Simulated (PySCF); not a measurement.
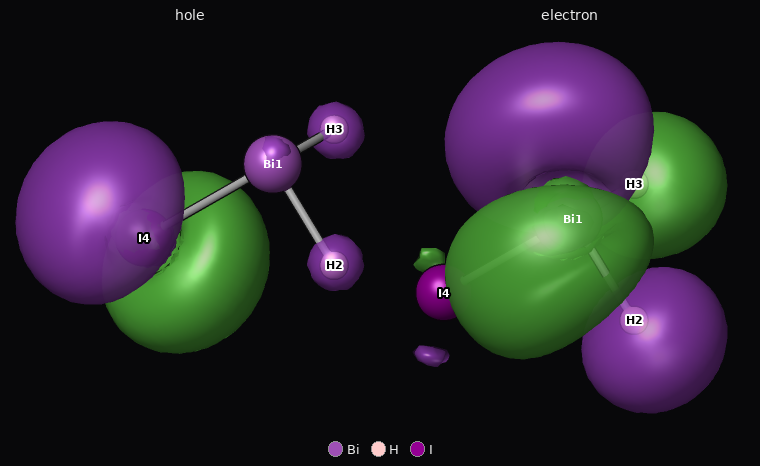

Figure 1: BiH2I. Leading natural transition orbital pair of S₃ (TDA singlet states); the surfaces enclose about 78 % of each orbital's density.

Method: PBE/def2-SVP; geometry: GFN2-xTB; program: PySCF. Core potentials replace the inner electrons of Bi and I; spin–orbit coupling isn't included. No frequency check shows the geometry to be a minimum. GFN2-xTB bond lengths at metals and heavier atoms can be off by up to 0.1 Å and shapes distorted, which carries into these values. Without diffuse functions Rydberg states are missing, so the states' numbers hold for this basis only.

Geometry (Å), atoms numbered from 1:

```
Bi1     -1.0613    0.0304   -0.0005
H2      -1.0937   -1.2673   -1.2226
H3      -1.0953   -1.2289    1.2599
I4       1.7034   -0.0006    0.0000
```

**Where does the state lie, and where do hole and electron sit?**

4.96 eV (250 nm), f = 0.005, partly diffuse acceptor orbital, which a basis without diffuse functions describes poorly; the leading pair carries 98 %; hole on I4 (89 %) and Bi1 (7 %), electron on Bi1 (63 %), H2 and H3 (16 % each) and I4 (5 %) (atom shares of so diffuse an orbital are rough); their centroids lie 2.5 Å apart. In canonical orbitals it is mainly HOMO → LUMO+1 (95 %). The HOMO–LUMO gap is 3.28 eV.
